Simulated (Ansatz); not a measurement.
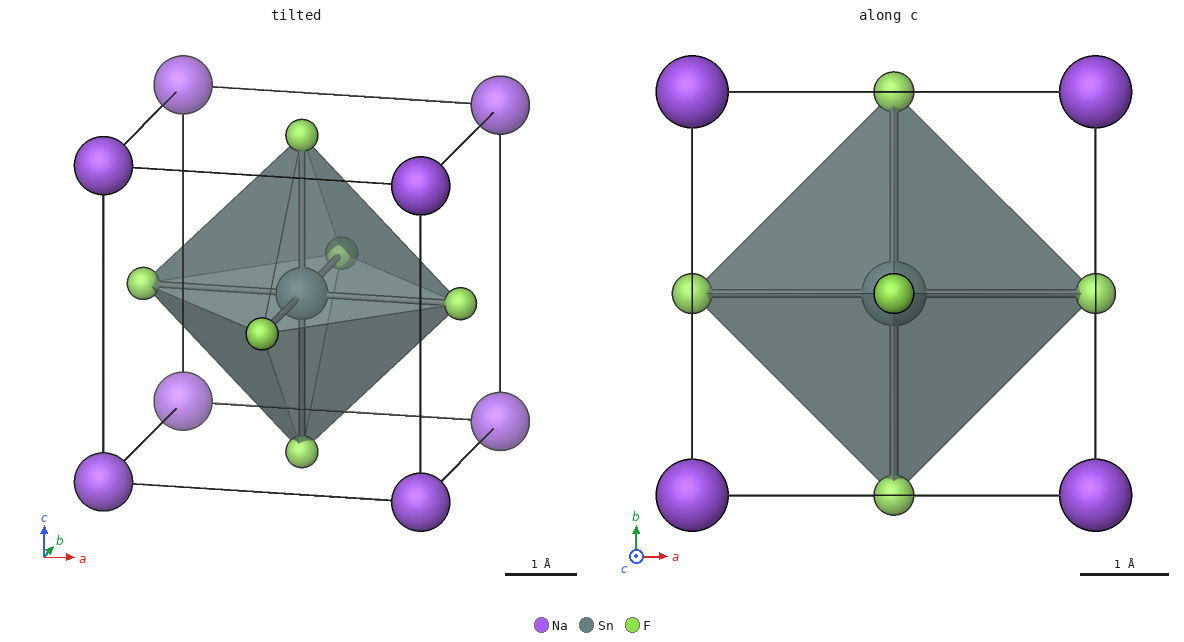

Polyhedral representation of a periodic structure, projected slightly off an axis and along the c axis. The parallelepiped is the conventional unit cell.

NaSnF3, cubic perovskite, space group Pm-3m (No. 221), a = 4.633 Å, b = 4.633 Å, c = 4.633 Å, α = 90.00°, β = 90.00°, γ = 90.00°. The structure was taken from a structure type filled with these elements by a generator (whether the compound takes this form wasn't checked). Earlier steps of the study may have refined or changed the cell and positions. It went into a calculation with Ansatz.

This one geometry was computed with Ansatz (DFT, plane waves, PAW) at three levels of theory: r2SCAN, HSE06 and PBE. It was relaxed beforehand with r2SCAN.

Which level gives the highest pressure at this volume, and what does that say about its equilibrium volume?

Answer. Highest: PBE (1.6 GPa), which points to the largest equilibrium volume. Lowest, with the smallest volume: r2SCAN (0.0 GPa). Levels within 0.5 GPa of each other can't be told apart.

How does the band gap change with the level of theory?

Answer. PBE: a gap of 0.86 eV, indirect; r2SCAN: a gap of 1.12 eV, indirect; HSE06: a gap of 1.56 eV, indirect.

Collect the results in a table.

Answer.
| level | cutoff (eV) | k-mesh of the run's cell | gap (eV) | pressure (GPa) |
| --- | --- | --- | --- | --- |
| r2SCAN | 500 | 6×6×6 | 1.12 | 0.0 |
| HSE06 | 420 | 4×4×4 | 1.56 | 0.9 |
| PBE | 420 | 6×6×6 | 0.86 | 1.6 |

Gaps are taken on the k-mesh or band path of each run.
